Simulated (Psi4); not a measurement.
# SnCl2 (SMILES [Cl][Sn][Cl]) at MP4/def2-SVP (density fitting, core potential)

What is the energy change on altering one bond length of SnCl2 at MP4/def2-SVP (density fitting, core potential)? 

Program for the calculation: Psi4 1.11.

3 further runs of the same task are left out: 1 that didn't finish, 2 set aside as unsound or not needed.

### 1 Starting point

SnCl2 has 3 atoms, charge 0, and is taken as a singlet. SMILES: `[Cl][Sn][Cl]`. The shape comes from GFN2-xTB, which is rough for such elements, and wasn't checked as a minimum.

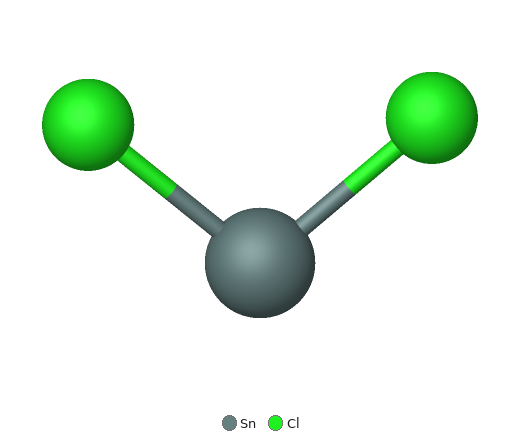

Viewed from a chosen angle; tin teal, chlorine green.

### 2 A single-point energy at MP4/def2-SVP (density fitting, core potential)

The input, input.in:

```
memory 1.6 GB

molecule {
  Sn     0.00927856    -0.01353044    -1.93458822
  Cl     3.42531757    -0.03594259     0.98458511
  Cl    -3.43459613     0.04947303     0.95000312
  units au
}

set globals {
  basis def2-SVP
  num_frozen_docc 14
}

e_tot = energy("mp4")
```

On the command line:

```sh
$ psi4 -n 1 input.in input.out
```

input.out:

```text
[...]
    !!!  WARNING: ECP capability is in beta. Please check occupations closely.  !!!
[...]
  Running in cs symmetry.
[...]
  Nuclear repulsion =  208.601236724863810
[...]
  Multiplicity = 1
[...]
  Nalpha       = 28
  Nbeta        = 28
[...]
    Number of basis functions: 62
[...]
   @RHF iter   1: -1132.12651647733446   -1.71478e+00   5.34524e-03 ADIIS/DIIS
[...]
   @RHF iter  11: -1132.16972465083086   -9.09495e-13   4.26328e-09 DIIS
[...]
    Orbital Energies [Eh]
    ---------------------
    Doubly Occupied:
       1Ap  -104.768474     2Ap  -104.768402     3Ap   -10.530950
       4Ap   -10.530883     5Ap    -8.005102     6Ap    -8.005035
       1App   -8.003210     2App   -8.003143     7Ap    -8.002906
       8Ap    -8.002839     9Ap    -5.924879     3App   -4.115258
      10Ap    -4.111073    11Ap    -4.107756    12Ap    -1.383102
       4App   -1.379734    13Ap    -1.378684     5App   -1.376087
      14Ap    -1.370994    15Ap    -1.063025    16Ap    -1.044109
      17Ap    -0.619730    18Ap    -0.491822    19Ap    -0.468225
       6App   -0.461581     7App   -0.442435    20Ap    -0.433515
      21Ap    -0.371965
[...]
  @RHF Final Energy: -1132.16972465083086
   => Energetics <=
    Nuclear Repulsion Energy =            208.6012367248638100
    One-Electron Energy =               -2063.2120872924151627
    Two-Electron Energy =                 722.4411259167203525
    Total Energy =                      -1132.1697246508310855
[...]
 Multipole Moments:
 ------------------------------------------------------------------------------------
     Multipole            Electronic (a.u.)      Nuclear  (a.u.)        Total (a.u.)
 ------------------------------------------------------------------------------------
 L = 1.  Multiply by 2.5417464519 to convert [e a0] to [Debye]
 Dipole X            :         -0.1955723            0.1894464           -0.0061258
 Dipole Y            :        -40.1952356           38.7973534           -1.3978822
 Dipole Z            :          0.0000000            0.0000000            0.0000000
 Magnitude           :                                                    1.3978956
[...]
      * MP2 total energy:                  -1132.515184384587
[...]
      * MP3 total energy:                  -1132.543622185302
[...]
```

It took 2.4 s on 1 thread of INTEL XEON PLATINUM 8581C at 2.30GHz (Emerald Rapids), shared host; peak memory 0.22 GiB.

### 3 The distorted shape

The input, job.py:

```python
import psi4

psi4.set_memory(1600000000)
psi4.set_num_threads(1)
psi4.set_output_file('output.dat', False)

molecule = psi4.geometry("""
0 1
Sn    -0.356613    -0.004788    -1.332680
Cl     1.812600    -0.019020     0.521020
Cl    -2.179033     0.028552     0.193780
units angstrom
""")

psi4.set_options(dict(basis='def2-SVP', reference='rhf', num_frozen_docc=14))

E, wfn = psi4.energy("mp4", molecule=molecule, return_wfn=True)
print(f'mp4 energy: {E:.10f} Eh')
```

On the command line:

```sh
$ python job.py
```

output.dat:

```text
[...]
    !!!  WARNING: ECP capability is in beta. Please check occupations closely.  !!!
[...]
  Running in cs symmetry.
[...]
  Nuclear repulsion =  190.787151616414917
[...]
  Multiplicity = 1
[...]
  Nalpha       = 28
  Nbeta        = 28
[...]
    Number of basis functions: 62
[...]
   @RHF iter   1: -1132.06717408660370   -1.97411e+00   6.42311e-03 ADIIS/DIIS
[...]
   @RHF iter  12: -1132.14049620007881   -4.54747e-12   7.27267e-09 DIIS
[...]
    Orbital Energies [Eh]
    ---------------------
    Doubly Occupied:
       1Ap  -104.791935     2Ap  -104.715505     3Ap   -10.554042
       4Ap   -10.473927     5Ap    -8.028137     1App   -8.026192
       6Ap    -8.025921     7Ap    -7.948129     2App   -7.946580
       8Ap    -7.946428     9Ap    -5.956107     3App   -4.145961
      10Ap    -4.141310    11Ap    -4.138962    12Ap    -1.412025
       4App   -1.409372     5App   -1.406734    13Ap    -1.405474
      14Ap    -1.401500    15Ap    -1.074417    16Ap    -0.978377
      17Ap    -0.622144    18Ap    -0.475533     6App   -0.471766
      19Ap    -0.457814     7App   -0.389847    20Ap    -0.389199
      21Ap    -0.373680
[...]
  @RHF Final Energy: -1132.14049620007881
   => Energetics <=
    Nuclear Repulsion Energy =            190.7871516164149170
    One-Electron Energy =               -2027.6412643896983354
    Two-Electron Energy =                 704.7136165732044901
    Total Energy =                      -1132.1404962000788146
[...]
 Multipole Moments:
 ------------------------------------------------------------------------------------
     Multipole            Electronic (a.u.)      Nuclear  (a.u.)        Total (a.u.)
 ------------------------------------------------------------------------------------
 L = 1.  Multiply by 2.5417464519 to convert [e a0] to [Debye]
 Dipole X            :          5.4050710           -4.3774209            1.0276501
 Dipole Y            :        -44.8848089           42.7000547           -2.1847542
 Dipole Z            :          0.0000000            0.0000000            0.0000000
 Magnitude           :                                                    2.4143768
[...]
      * MP2 total energy:                  -1132.483441607502
[...]
      * MP3 total energy:                  -1132.512289716034
[...]
```

The script printed:

```text
mp4 energy: -1132.5260499611 Eh
```

It took 2.4 s on 1 thread of INTEL XEON PLATINUM 8581C at 2.30GHz (Emerald Rapids), shared host; peak memory 0.22 GiB.

### 4 What came out

At MP4/def2-SVP (density fitting, core potential), 14 core orbitals frozen:

| quantity | value |
| --- | --- |
| first shape: total energy | -1132.55577 Eh |
| first shape: HOMO energy (Hartree–Fock orbitals) | -10.12 eV |
| first shape: LUMO energy (Hartree–Fock orbitals) | -0.32 eV |
| first shape: HOMO–LUMO gap (Hartree–Fock orbitals) | 9.80 eV |
| first shape: correlation energy (14 core orbitals frozen) | -386.0 mEh |
| distorted shape: total energy | -1132.52605 Eh |
| distorted shape: HOMO energy (Hartree–Fock orbitals) | -10.17 eV |
| distorted shape: LUMO energy (Hartree–Fock orbitals) | -1.00 eV |
| distorted shape: HOMO–LUMO gap (Hartree–Fock orbitals) | 9.17 eV |
| distorted shape: correlation energy (14 core orbitals frozen) | -385.6 mEh |
| energy change with the Sn1–Cl2 bond stretched from 2.378 to 2.853 Å | 0.809 eV |

With the Sn1–Cl2 bond stretched from 2.378 to 2.853 Å the energy rises by 0.81 eV (18.6 kcal/mol). The first shape isn't relaxed at this level, so the change isn't measured from a minimum.
